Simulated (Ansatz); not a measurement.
Run report: GaNH$_{4}$, molecular dynamics (part 4 of 4)

GaNH$_{4}$; RKS BHLYP/def2-SVP (Ansatz 0.2.0). It belongs to a series of runs on one base structure; here: dynamics from the highest image of the converged band.

Geometry of the input (Å):
```
Ga 0.3644  0.3867  -0.2786
N  1.0592  -0.0467  1.5351
H  0.7120  -0.6177  2.3042
H  1.8451  0.5024  1.8576
H  1.7741  -0.3148  0.2375
H  -1.1913  0.0902  -0.3331
```

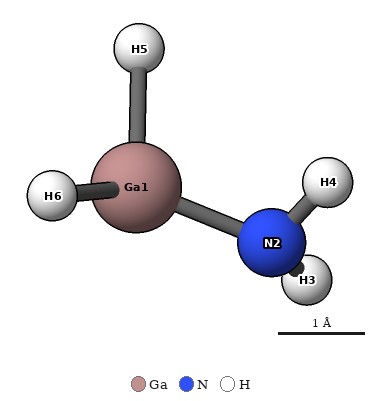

The geometry at step 163 of the log (ball-and-stick view, seen at a tilt; atoms are numbered from 1 in the order of the input).

Trajectory as extended XYZ, continued
```
6
Properties=species:S:1:pos:R:3:forces:R:3 step=123 time_fs=61.5 energy=-53922.08121 temperature=2992.8
Ga    0.3866    0.3586   -0.2745    1.2053  -3.0032   0.9367
N     0.9607    0.1269    1.6764   -0.6396   0.7706  -3.1412
H     0.3528   -0.3729    2.2891   -0.4581  -0.2054   0.3044
H     1.9040   -0.2340    1.7662   -0.1327   0.1981  -0.1429
H     1.8435    0.2528   -1.2696   -1.6936   0.6701   0.9854
H    -1.1287   -0.4523   -0.9665    1.7188   1.5698   1.0576
6
Properties=species:S:1:pos:R:3:forces:R:3 step=126 time_fs=63.0 energy=-53922.02792 temperature=2889.6
Ga    0.3868    0.3571   -0.2716    1.0225  -2.9268   0.5228
N     0.9519    0.1275    1.6797   -0.0350   1.0122  -3.6127
H     0.4175   -0.4125    2.3226   -0.3619  -0.3446   0.3212
H     1.9427   -0.1277    1.6696   -0.6561   0.0936   0.2259
H     1.8207    0.1879   -1.3198   -1.5851   0.7611   1.1999
H    -1.1010   -0.3637   -1.0998    1.6157   1.4046   1.3429
6
Properties=species:S:1:pos:R:3:forces:R:3 step=129 time_fs=64.5 energy=-53922.08903 temperature=3006.7
Ga    0.3874    0.3548   -0.2686    0.7883  -2.7568   0.2611
N     0.9429    0.1297    1.6775    0.2025   0.6703  -3.3487
H     0.4752   -0.4584    2.3618    0.2592   0.1794  -0.4105
H     1.9671   -0.0195    1.5781   -1.3203  -0.0874   0.6895
H     1.7640    0.1394   -1.3444   -1.2607   0.8226   1.2706
H    -1.0389   -0.2449   -1.2043    1.3311   1.1719   1.5381
6
Properties=species:S:1:pos:R:3:forces:R:3 step=131 time_fs=65.5 energy=-53922.16617 temperature=3155.5
Ga    0.3879    0.3527   -0.2665    0.6272  -2.5750   0.2270
N     0.9371    0.1317    1.6731    0.1551   0.4341  -3.0640
H     0.5159   -0.4876    2.3841    0.5712   0.6091  -0.9440
H     1.9685    0.0519    1.5246   -1.4587  -0.2795   0.9788
H     1.7108    0.1168   -1.3456   -0.9036   0.8300   1.2155
H    -0.9811   -0.1513   -1.2559    1.0088   0.9813   1.5867
6
Properties=species:S:1:pos:R:3:forces:R:3 step=134 time_fs=67.0 energy=-53922.30197 temperature=3416.3
Ga    0.3888    0.3490   -0.2633    0.3840  -2.1739   0.5499
N     0.9285    0.1354    1.6627   -0.1947   0.3537  -2.8122
H     0.5872   -0.5198    2.3997    0.6276   0.9440  -1.3203
H     1.9454    0.1533    1.4626   -0.9925  -0.5361   1.2279
H     1.6163    0.0976   -1.3264   -0.0867   0.7487   0.9034
H    -0.8779    0.0059   -1.3050    0.2624   0.6636   1.4512
6
Properties=species:S:1:pos:R:3:forces:R:3 step=137 time_fs=68.5 energy=-53922.34008 temperature=3488.1
Ga    0.3898    0.3446   -0.2599    0.1105  -1.6507   1.5018
N     0.9196    0.1396    1.6478   -0.8398   0.6194  -2.8592
H     0.6714   -0.5326    2.3881    0.2768   0.6952  -0.9972
H     1.9020    0.2436    1.4265    0.1406  -0.5662   1.1586
H     1.5205    0.0944   -1.2882    1.1083   0.5018   0.2207
H    -0.7695    0.1776   -1.3234   -0.7964   0.4005   0.9753
6
Properties=species:S:1:pos:R:3:forces:R:3 step=140 time_fs=70.0 energy=-53922.18692 temperature=3196.4
Ga    0.3908    0.3397   -0.2560   -0.2197  -1.1736   2.7945
N     0.9094    0.1448    1.6285   -1.3320   1.1051  -3.1193
H     0.7614   -0.5313    2.3559   -0.1939  -0.0548  -0.1523
H     1.8616    0.3221    1.4149    1.1825  -0.3347   0.8819
H     1.4489    0.1016   -1.2458    2.4137   0.1072  -0.7121
H    -0.6784    0.3582   -1.3211   -1.8506   0.3508   0.3072
6
Properties=species:S:1:pos:R:3:forces:R:3 step=143 time_fs=71.5 energy=-53922.12113 temperature=3073.3
Ga    0.3918    0.3344   -0.2513   -0.4534  -0.8796   3.1711
N     0.8972    0.1517    1.6043   -0.9177   1.4096  -2.9832
H     0.8475   -0.5309    2.3199   -0.4796  -0.6067   0.3865
H     1.8446    0.3933    1.4225    1.0648  -0.1526   0.6572
H     1.4281    0.1113   -1.2181    3.0127  -0.2339  -1.2568
H    -0.6259    0.5467   -1.3116   -2.2269   0.4632   0.0253
6
Properties=species:S:1:pos:R:3:forces:R:3 step=146 time_fs=73.0 energy=-53922.36186 temperature=3532.5
Ga    0.3927    0.3289   -0.2456   -0.3098  -0.5451   1.7304
N     0.8838    0.1607    1.5757    0.3533   1.0595  -1.6915
H     0.9235   -0.5420    2.2905   -0.6608  -0.2829  -0.0607
H     1.8489    0.4608    1.4443   -0.0517  -0.2374   0.4512
H     1.4699    0.1163   -1.2159    2.3026  -0.3244  -0.8901
H    -0.6198    0.7447   -1.3003   -1.6335   0.3302   0.4607
6
Properties=species:S:1:pos:R:3:forces:R:3 step=149 time_fs=74.5 energy=-53922.55189 temperature=3896.7
Ga    0.3934    0.3231   -0.2394    0.1117   0.0739  -0.5642
N     0.8708    0.1713    1.5446    1.5957   0.3861   0.2211
H     0.9850   -0.5587    2.2593   -0.9280   0.3682  -0.8184
H     1.8523    0.5231    1.4755   -1.0313  -0.3725   0.1252
H     1.5602    0.1147   -1.2321    0.8655  -0.2391  -0.0846
H    -0.6482    0.9491   -1.2787   -0.6136  -0.2165   1.1208
6
Properties=species:S:1:pos:R:3:forces:R:3 step=151 time_fs=75.5 energy=-53922.51877 temperature=3834.1
Ga    0.3939    0.3193   -0.2354    0.3706   0.5863  -1.9203
N     0.8635    0.1787    1.5238    2.0358   0.0531   1.3315
H     1.0154   -0.5664    2.2299   -1.0880   0.5668  -1.0526
H     1.8436    0.5603    1.4983   -1.2769  -0.3622  -0.1189
H     1.6328    0.1106   -1.2451   -0.0309  -0.1676   0.3517
H    -0.6759    1.0836   -1.2519   -0.0106  -0.6763   1.4085
6
Properties=species:S:1:pos:R:3:forces:R:3 step=154 time_fs=77.0 energy=-53922.31081 temperature=3434.1
Ga    0.3948    0.3138   -0.2298    0.5913   1.3349  -3.4060
N     0.8550    0.1900    1.4945    1.8893  -0.1153   2.3678
H     1.0412   -0.5682    2.1673   -1.1401   0.2768  -0.8046
H     1.8084    0.6102    1.5298   -0.9593  -0.1066  -0.3902
H     1.7391    0.1016   -1.2576   -0.9965  -0.0942   0.7070
H    -0.7164    1.2719   -1.1861    0.6153  -1.2956   1.5259
6
Properties=species:S:1:pos:R:3:forces:R:3 step=157 time_fs=78.5 energy=-53922.03632 temperature=2904.5
Ga    0.3959    0.3086   -0.2253    0.6212   1.9647  -4.3704
N     0.8494    0.2011    1.4688    0.8962   0.0565   2.6411
H     1.0430   -0.5652    2.0882   -0.8771  -0.6152  -0.0155
H     1.7534    0.6583    1.5533   -0.0415   0.4005  -0.4106
H     1.8247    0.0905   -1.2553   -1.5452  -0.0678   0.7853
H    -0.7441    1.4326   -1.0879    0.9465  -1.7387   1.3701
6
Properties=species:S:1:pos:R:3:forces:R:3 step=160 time_fs=80.0 energy=-53921.80009 temperature=2449.9
Ga    0.3971    0.3041   -0.2221    0.5290   2.4621  -5.0149
N     0.8452    0.2123    1.4472   -0.0648   0.1736   2.8124
H     1.0262   -0.5752    2.0087   -0.4324  -1.3157   0.6231
H     1.6974    0.7148    1.5684    0.7047   0.7666  -0.1805
H     1.8774    0.0779   -1.2364   -1.8118  -0.0807   0.6987
H    -0.7518    1.5562   -0.9605    1.0753  -2.0058   1.0611
6
Properties=species:S:1:pos:R:3:forces:R:3 step=163 time_fs=81.5 energy=-53921.72557 temperature=2304.3
Ga    0.3986    0.3004   -0.2205    0.3777   2.8338  -5.4048
N     0.8410    0.2237    1.4300    0.0346  -0.2670   3.7070
H     0.9999   -0.6112    1.9411   -0.0697  -0.7303   0.4724
H     1.6548    0.7865    1.5796    0.4819   0.4040   0.0593
H     1.8915    0.0635   -1.2025   -1.8834  -0.1282   0.5038
H    -0.7365    1.6368   -0.8103    1.0589  -2.1123   0.6623
6
Properties=species:S:1:pos:R:3:forces:R:3 step=166 time_fs=83.0 energy=-53921.74296 temperature=2336.8
Ga    0.4001    0.2975   -0.2206    0.2053   3.0662  -5.4359
N     0.8369    0.2346    1.4186    0.6910  -0.9488   4.8063
H     0.9721   -0.6617    1.8833    0.2376   0.6425   0.0608
H     1.6217    0.8660    1.5918   -0.2688  -0.5034   0.1660
H     1.8652    0.0462   -1.1580   -1.7694  -0.2160   0.2048
H    -0.6986    1.6721   -0.6459    0.9044  -2.0405   0.1980
6
Properties=species:S:1:pos:R:3:forces:R:3 step=169 time_fs=84.5 energy=-53921.78008 temperature=2408.7
Ga    0.4017    0.2955   -0.2224   -0.0088   3.1184  -4.9410
N     0.8338    0.2441    1.4146    0.9084  -1.3265   5.1738
H     0.9494   -0.6993    1.8276    0.5862   1.4876   0.0651
H     1.5834    0.9351    1.6076   -0.6642  -1.1901   0.2537
H     1.8013    0.0242   -1.1093   -1.3971  -0.3696  -0.2379
H    -0.6415    1.6640   -0.4774    0.5754  -1.7196  -0.3138
6
Properties=species:S:1:pos:R:3:forces:R:3 step=171 time_fs=85.5 energy=-53921.81761 temperature=2479.9
Ga    0.4028    0.2948   -0.2244   -0.2147   3.0240  -4.2741
N     0.8325    0.2493    1.4163    0.6801  -1.3621   4.8826
H     0.9408   -0.7077    1.7911    0.8306   1.4684   0.3288
H     1.5505    0.9679    1.6210   -0.5818  -1.2852   0.3661
H     1.7414    0.0053   -1.0791   -0.9431  -0.5337  -0.6452
H    -0.5962    1.6375   -0.3681    0.2290  -1.3115  -0.6582
6
Properties=species:S:1:pos:R:3:forces:R:3 step=174 time_fs=87.0 energy=-53921.80219 temperature=2448.2
Ga    0.4043    0.2944   -0.2285   -0.6317   2.6608  -2.8495
N     0.8314    0.2555    1.4250   -0.0825  -1.1791   3.7864
H     0.9436   -0.6958    1.7437    1.1855   0.5779   0.9429
H     1.4919    0.9949    1.6483   -0.0297  -0.7974   0.6499
H     1.6368   -0.0333   -1.0470    0.0606  -0.9108  -1.4309
H    -0.5255    1.5762   -0.2169   -0.5022  -0.3513  -1.0988
6
Properties=species:S:1:pos:R:3:forces:R:3 step=177 time_fs=88.5 energy=-53921.64899 temperature=2157.2
Ga    0.4056    0.2949   -0.2335   -0.8873   2.0860  -1.3295
N     0.8301    0.2598    1.4396   -0.9041  -1.0256   2.3847
H     0.9718   -0.6721    1.7165    1.4770  -0.6786   1.4598
H     1.4329    1.0056    1.6898    0.6371   0.1238   0.9861
H     1.5335   -0.0918   -1.0456    1.0360  -1.3708  -2.1745
H    -0.4659    1.5079   -0.0890   -1.3588   0.8652  -1.3266
6
Properties=species:S:1:pos:R:3:forces:R:3 step=180 time_fs=90.0 energy=-53921.69617 temperature=2251.6
Ga    0.4067    0.2960   -0.2389   -0.4495   1.4636  -0.4284
N     0.8275    0.2624    1.4579   -0.8680  -1.4232   1.5391
H     1.0314   -0.6611    1.7197    1.4727  -0.7451   1.4155
H     1.3865    1.0180    1.7520    0.6837   0.4886   1.0352
H     1.4510   -0.1793   -1.0900    1.0802  -1.5175  -2.2107
H    -0.4350    1.4576    0.0106   -1.9191   1.7335  -1.3507
6
Properties=species:S:1:pos:R:3:forces:R:3 step=183 time_fs=91.5 energy=-53922.10572 temperature=3036.1
Ga    0.4076    0.2976   -0.2445    0.3929   0.9837  -0.2817
N     0.8237    0.2628    1.4787    0.3759  -2.0766   1.5939
H     1.1217   -0.6637    1.7525    0.8924   0.5563   0.8173
H     1.3536    1.0392    1.8355   -0.0177  -0.1439   0.5234
H     1.3900   -0.2983   -1.1802    0.1354  -0.9920  -1.2621
H    -0.4443    1.4431    0.0812   -1.7789   1.6725  -1.3908
6
Properties=species:S:1:pos:R:3:forces:R:3 step=186 time_fs=93.0 energy=-53922.45655 temperature=3712.2
Ga    0.4087    0.2995   -0.2502    0.7923   0.7413  -0.2504
N     0.8205    0.2600    1.5021    1.8223  -2.3029   1.8806
H     1.2307   -0.6548    1.8027   -0.0068   1.6340   0.1177
H     1.3203    1.0572    1.9299   -0.7281  -0.8646  -0.2333
H     1.3320   -0.4380   -1.2972   -0.8015  -0.0958   0.0047
H    -0.4910    1.4634    0.1216   -1.0781   0.8881  -1.5195
6
Properties=species:S:1:pos:R:3:forces:R:3 step=189 time_fs=94.5 energy=-53922.56569 temperature=3925.5
Ga    0.4100    0.3016   -0.2559    0.6317   0.6343   0.0253
N     0.8200    0.2538    1.5282    2.5624  -2.1057   1.7130
H     1.3399   -0.6123    1.8559   -0.7129   1.7013  -0.3772
H     1.2720    1.0577    2.0197   -1.0053  -0.9216  -0.7450
H     1.2576   -0.5801   -1.4146   -1.2094   0.6943   0.9730
H    -0.5608    1.5026    0.1294   -0.2665  -0.0026  -1.5892
6
Properties=species:S:1:pos:R:3:forces:R:3 step=191 time_fs=95.5 energy=-53922.56073 temperature=3916.8
Ga    0.4110    0.3032   -0.2597    0.3732   0.5686   0.3089
N     0.8219    0.2477    1.5472    2.5239  -1.8614   1.2048
H     1.4052   -0.5638    1.8875   -0.8868   1.2175  -0.5350
H     1.2282    1.0470    2.0714   -0.9693  -0.5268  -0.8161
H     1.1941   -0.6675   -1.4825   -1.2346   1.0768   1.3936
H    -0.6116    1.5300    0.1157    0.1935  -0.4746  -1.5563
6
Properties=species:S:1:pos:R:3:forces:R:3 step=194 time_fs=97.0 energy=-53922.49732 temperature=3795.3
Ga    0.4125    0.3056   -0.2654   -0.0642   0.4298   0.7597
N     0.8278    0.2364    1.5770    1.7484  -1.4267  -0.1097
H     1.4878   -0.4716    1.9253   -0.5430   0.0023  -0.4922
H     1.1455    1.0238    2.1349   -0.7896   0.4869  -0.5247
H     1.0771   -0.7786   -1.5586   -1.0617   1.4578   1.7650
H    -0.6833    1.5616    0.0675    0.7101  -0.9501  -1.3981
6
Properties=species:S:1:pos:R:3:forces:R:3 step=197 time_fs=98.5 energy=-53922.43667 temperature=3680.9
Ga    0.4140    0.3082   -0.2708   -0.4785   0.2335   1.1373
N     0.8363    0.2228    1.6065    0.7423  -0.8616  -1.4167
H     1.5595   -0.3792    1.9529    0.2213  -1.0119  -0.2731
H     1.0455    1.0105    2.1871   -0.7632   1.1575  -0.2162
H     0.9373   -0.8586   -1.5970   -0.7563   1.6623   1.9177
H    -0.7400    1.5732   -0.0106    1.0344  -1.1798  -1.1490
6
Properties=species:S:1:pos:R:3:forces:R:3 step=200 time_fs=100.0 energy=-53922.52552 temperature=3851.5
Ga    0.4154    0.3108   -0.2759   -0.8352  -0.0096   1.4116
N     0.8462    0.2079    1.6341    0.4667  -0.0825  -1.6593
H     1.6349   -0.3066    1.9743    0.3431  -0.9453  -0.2499
H     0.9289    1.0199    2.2336   -0.7819   0.5215  -0.5554
H     0.7814   -0.9030   -1.5945   -0.3796   1.7113   1.8975
H    -0.7748    1.5596   -0.1134    1.1868  -1.1954  -0.8444
```
